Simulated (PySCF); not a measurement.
C4H8B2GeO

```csv
atom,x (Å),y (Å),z (Å)
Ge,3.0770,-0.1868,0.1267
O,1.4925,-0.9900,-0.1821
B,0.2436,-0.4754,-0.1160
C,-0.9655,-1.4310,-0.4454
C,-2.2367,-0.9726,-0.3881
B,-2.5147,0.5145,-0.0055
C,-1.3219,1.4720,0.3383
C,-0.0475,1.0250,0.2795
H,3.2340,0.9770,-0.8647
H,4.1105,-1.2904,-0.1200
H,3.0963,0.3047,1.5825
H,-0.7622,-2.4753,-0.7213
H,-3.0661,-1.6539,-0.6198
H,-3.6506,0.9375,0.0196
H,-1.5118,2.5164,0.6197
H,0.7738,1.7200,0.5150
```

Geometry: PBE0-D3(BJ)/def2-SVP.

Level of theory: PySCF 2.14.0, PBE0/def2-SVPD, SCF density, gas phase.

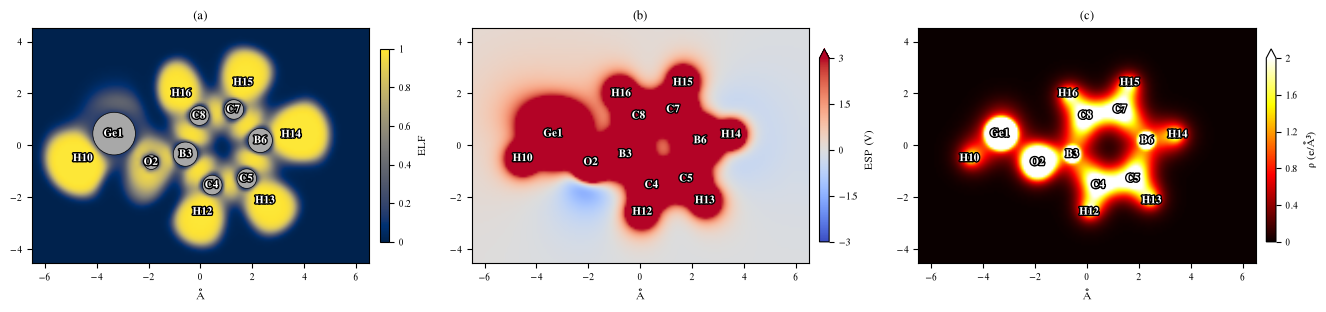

Figure 1. (a) electron localisation function; (b) molecular electrostatic potential; (c) total electron density on the plane of atoms O2, B3 and C4. Grey discs cover the atomic cores in the ELF map.

### Interpret the plot.

The plane passes through Ge, O, B, C and H nuclei. C–C (1.35 Å): ρ is about 2.2 e/Å³ halfway; the ELF peaks at about 0.95 between the atoms (a covalent bond). B–O (1.35 Å): the density is about 2.1 e/Å³ at the midpoint; the ELF peaks at about 0.90 between the atoms; a polar covalent bond. C–B (1.56 Å): ρ is about 1.4 e/Å³ halfway; the ELF peaks at about 1 between the atoms (localised, covalent bonding). Ge–O (1.80 Å): ρ at the midpoint is about 0.89 e/Å³; the ELF peaks at about 0.85 in the valence shell of O, 0.6 Å from its nucleus, and is about 0.35 at the midpoint. C–H (1.10 Å): the density is about 1.9 e/Å³ at the midpoint; the ELF climbs to about 1 towards the hydrogen, as it does in any bond to H (an ordinary covalent bond to hydrogen). The ELF also peaks beside O2, away from the bonds: lone-pair regions. Outside the dense part of the molecule the potential is most negative (−1.5 V) near O2.

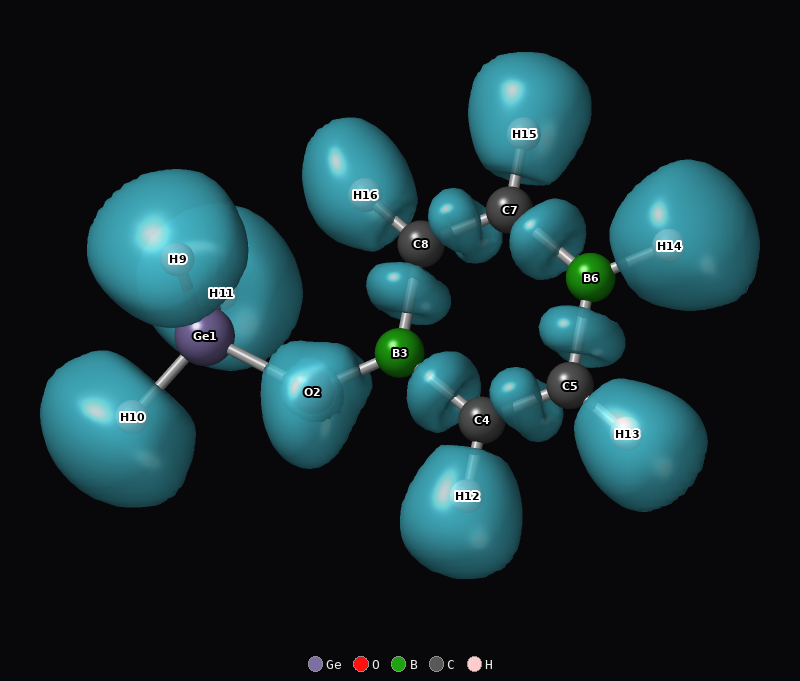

Figure 2. Isosurface of the ELF at 0.75 (cyan), seen at a tilt. Only the valence region is drawn (cores and ρ < 0.01 e/Å³ removed).

### Describe the localisation domains.

The surface consists of four regions between bonded B–C atoms (shared pairs), two regions between bonded C–C atoms (shared pairs), eight regions around hydrogen nuclei and one region on O in which the atom's valence shell and bonds are merged.

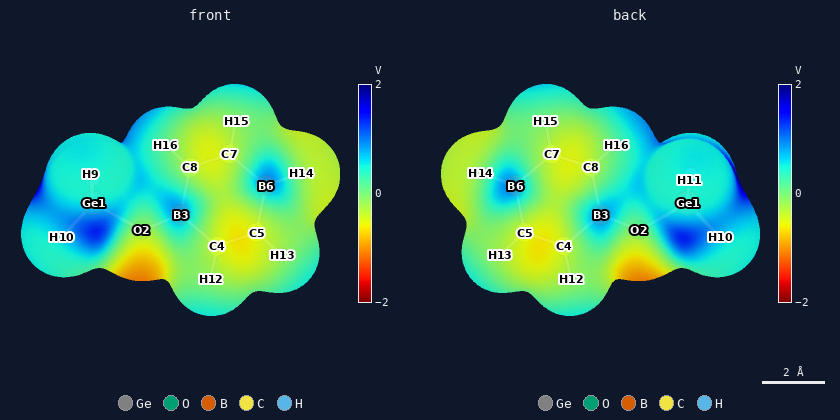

Figure 3. The molecular electrostatic potential painted on the density surface at 0.002 e/bohr³, seen from the front and from behind; the colour scale runs from red (negative) to blue (positive).

### Which sites attract a positive test charge, and which a negative one?

A positive charge is drawn to the negative regions and a negative charge to the positive ones. The most negative region (about −1.1 V) lies over O2, the most positive (about +1.9 V) over Ge1. O2 is the likeliest acceptor of a hydrogen bond.

### What dipole moment does the calculation give?

Its dipole moment is 2.39 D.
